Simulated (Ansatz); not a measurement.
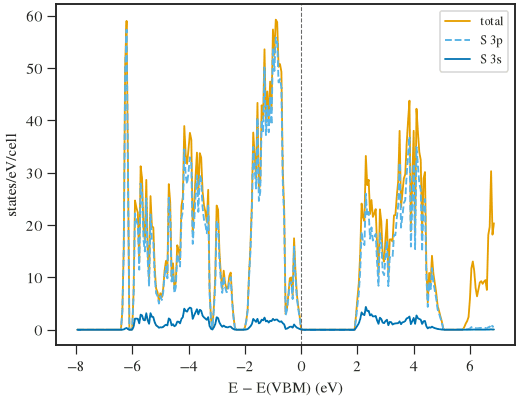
Figure. Total and projected density of states of S (α-S8, Fddd), DFT-PBE+D3(BJ) in the program Ansatz with PAW potentials

### Question
Which orbitals carry the states next to the gap?

### Answer
Top 1 eV of the valence band: S 3p 93 %. Bottom 1 eV of the conduction band: S 3p 79 %, S 3s 12 %, outside the projected shells 9 %. Projections are on Löwdin-orthogonalised atomic valence shells; empty p or d shells of many metals are not among them.

### Question
Where is the tallest occupied peak in this window, and what makes it?

### Answer
Near -0.9 eV, about 59 states/eV per cell; the largest projected share is S 3p.

Symmetry was held in the PBE+D3(BJ) relaxation.

Potentials: the later of the program's two PAW sets.
